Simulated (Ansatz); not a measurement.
**CHBGe: density, localisation and related maps**

```xyz
4

C    -0.8070   -0.4894    0.0466
B    -0.4105    0.8204    0.0289
Ge    0.4979    0.1724    1.6132
H    -1.2026   -1.4933   -0.0704
```

Geometry: B3LYP-D3(BJ)/def2-SVP.

Computed with Ansatz 0.2.0, isolated molecule in a Gaussian basis; Kohn-Sham density functional theory, functional PBE0.

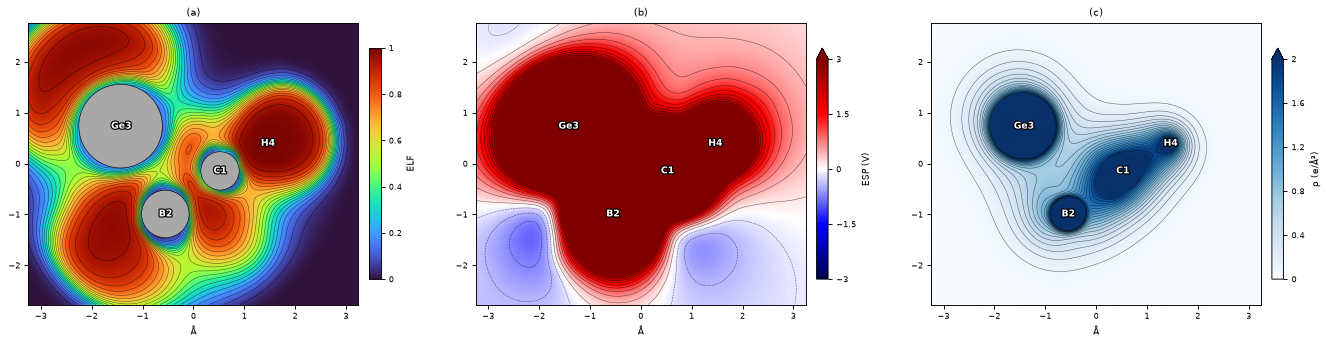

Figure 1. (a) electron localisation function; (b) molecular electrostatic potential; (c) total electron density on the molecular plane. Grey discs cover the atomic cores in the ELF map.

> What does the map show?

- Atoms in the plane: C, B, Ge and H.
- C–B (1.37 Å): ρ is about 1.8 e/Å³ halfway; the ELF peaks at about 0.90 between the atoms (localised, covalent bonding).
- Ge–B (1.94 Å): the density is about 0.73 e/Å³ at the midpoint; the ELF peaks at about 0.65 in the valence shell of B, 0.8 Å from its nucleus, and is about 0.45 at the midpoint.
- C–Ge (2.14 Å): ρ is about 0.64 e/Å³ halfway; the ELF peaks at about 0.80 in the valence shell of C, 0.7 Å from its nucleus, and is about 0.55 at the midpoint.
- C–H (1.09 Å): ρ at the midpoint is about 2.1 e/Å³; the ELF climbs to about 1 towards the hydrogen, as it does in any bond to H; an ordinary covalent bond to hydrogen.
- The ELF also peaks beside B2, away from the bonds: lone-pair regions.
- Outside the dense part of the molecule the potential is most negative (−0.9 V) near Ge3.

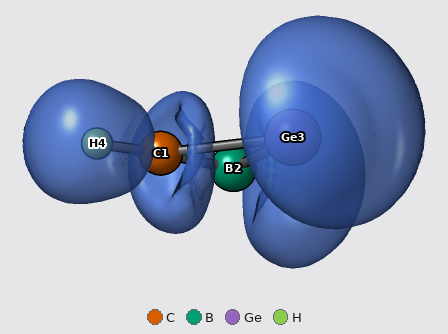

Figure 2. Isosurface of the ELF at 0.75 (blue), seen from one side. Only the valence region is drawn (cores and ρ < 0.01 e/Å³ removed).

> Describe the localisation domains.

At this value the surface marks out one region between bonded B–C atoms (shared pairs), one region around a hydrogen nucleus, one lobe on B, pointing away from the bonds (lone pairs) and one lobe on Ge, pointing away from the bonds (lone pairs).

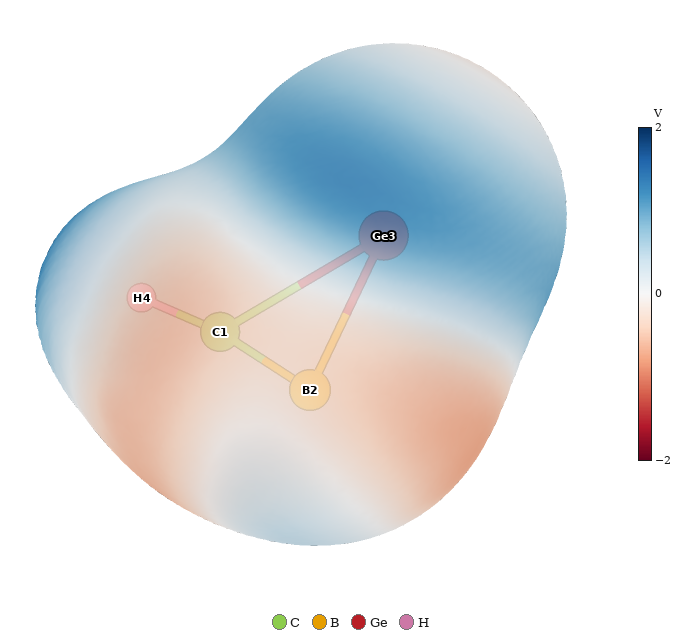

Figure 3. The molecular electrostatic potential painted on the density surface at 0.002 e/bohr³, seen at a tilt; red is negative and blue positive.

> Where is the surface potential most negative and most positive?

The most negative region (about −0.8 V, or −18 kcal/mol for a unit charge) lies over Ge3, the most positive (about +1.5 V, or +35 kcal/mol for a unit charge) over H4.
